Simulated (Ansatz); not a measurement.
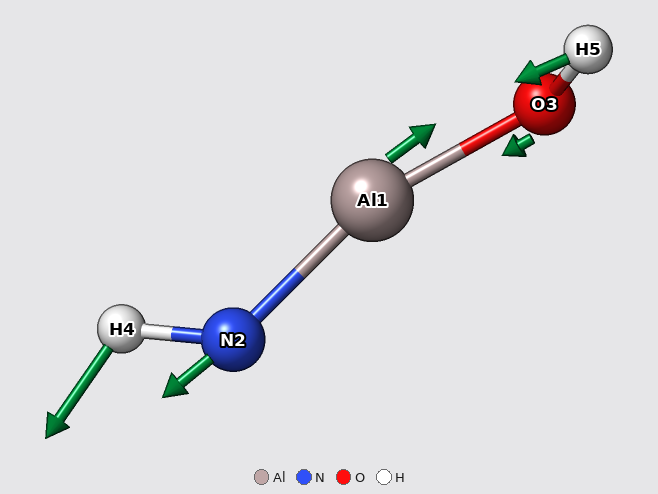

The arrows show one normal mode. Harmonic vibrations computed with RKS PBE0-D4/def2-TZVP (Ansatz 0.2.0) at a stationary point of the same level.

**At what wavenumber does it lie?**

1123 cm⁻¹; it is mode 7 of 9 counted from the lowest.
